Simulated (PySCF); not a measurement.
C4H5F3O2 (ethyl trifluoroacetate)

Input file:

```
{"job": {"kind": "nmr", "xc": "revPBE", "basis": "pcSseg-1", "solvent": "tetrahydrofuran", "pop": false}, "charge": 0, "multiplicity": 1}
C     -1.318346    -0.554537    -0.841827
C     -1.231753    -0.462075     0.671362
O      0.112645    -0.474509     1.194945
C      0.963243     0.535545     1.056510
O      1.233488     1.329541     1.900090
C      1.748759     0.556360    -0.308864
F      1.207137     1.444513    -1.160886
F      3.018668     0.910456    -0.122035
F      1.743267    -0.630805    -0.922210
H     -0.971237     0.356075    -1.323269
H     -2.358305    -0.708960    -1.117103
H     -0.733875    -1.395398    -1.206491
H     -1.678161    -1.343021     1.135996
H     -1.735529     0.436814     1.043782
```

Command:

```sh
OMP_NUM_THREADS=1 python ens_run.py task.json out
```

Geometry: GFN2-xTB.

Method: PySCF 2.14.0, revPBE/pcSseg-1, SCF density, in a tetrahydrofuran solvent model, non-relativistic.

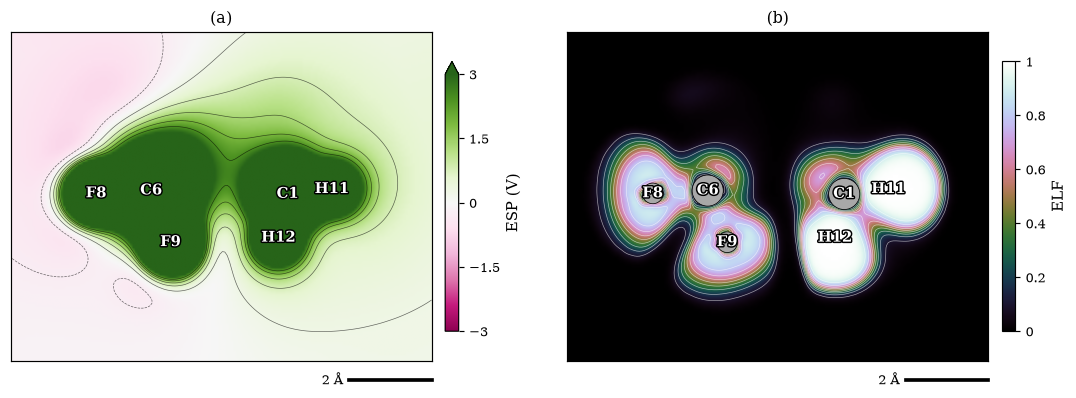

Figure 1. (a) electrostatic potential; (b) ELF on the plane of atoms F8, C6 and F9. Grey discs cover the atomic cores in the ELF map.

What do the fields say about this system?

Answer. Atoms in the plane: C, F and H.
C–F (1.33 Å): the ELF peaks at about 0.85 between the atoms; a shared but strongly polarised pair.
C–H (1.09 Å): the ELF climbs to about 1 towards the hydrogen, as it does in any bond to H: an ordinary covalent bond to hydrogen.
The ELF also peaks beside F9 and F8, away from the bonds: lone-pair regions.
Outside the dense part of the molecule the potential is most negative (−0.7 V) near F8.

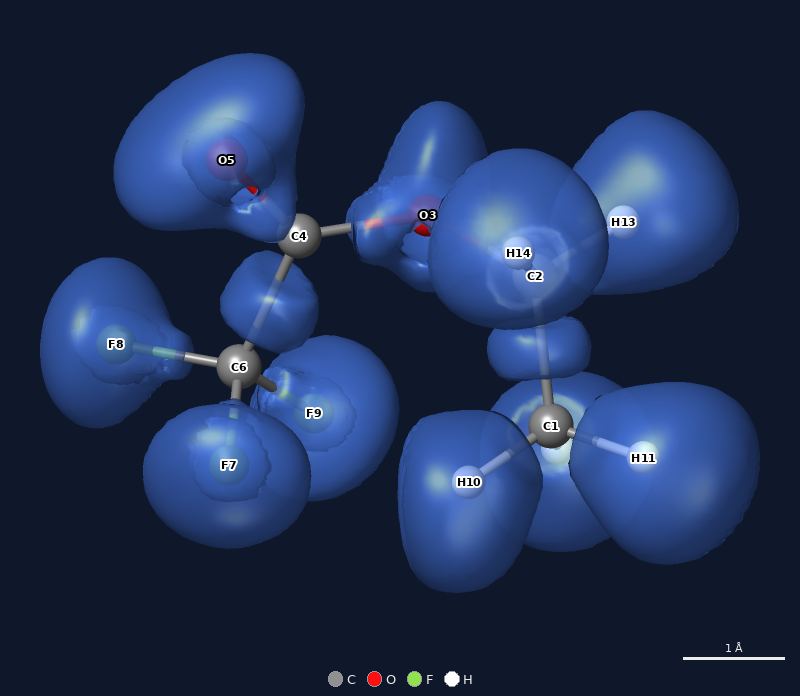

Figure 2. Isosurface of the ELF at 0.75 (blue), seen at a tilt. Only the valence region is drawn (cores and ρ < 0.01 e/Å³ removed).

What do the ELF domains correspond to?

Answer. At this value the surface marks out two regions between bonded C–C atoms (shared pairs), five regions around hydrogen nuclei, three regions on F in which the atom's valence shell and bonds are merged and two regions on O in which the atom's valence shell and bonds are merged. Profiles from the grid: C–O (1.19 Å): the ELF peaks at about 0.85 between the atoms: a multiple bond.

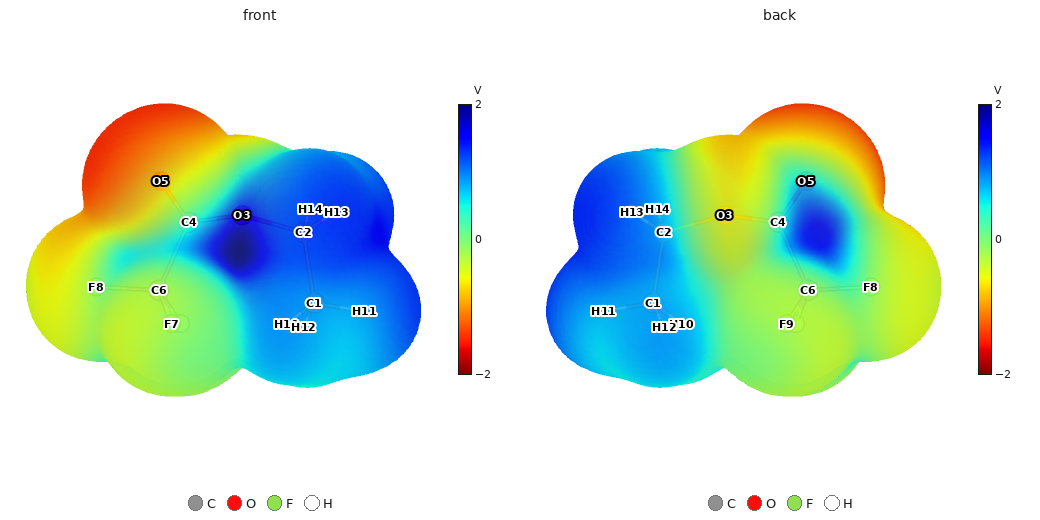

Figure 3. The molecular electrostatic potential painted on the density surface at 0.002 e/bohr³, seen from the front and from behind; the colour scale runs from red (negative) to blue (positive).

Where is the surface potential most negative and most positive?

Answer. The most negative region (about −1.5 V, or −35 kcal/mol for a unit charge) lies over O5, the most positive (about +1.8 V, or +42 kcal/mol for a unit charge) over the π face of C2 and C4. O5 is the likeliest acceptor of a hydrogen bond.

How polar is the molecule by this calculation?

Answer. Its dipole moment is 3.98 D.
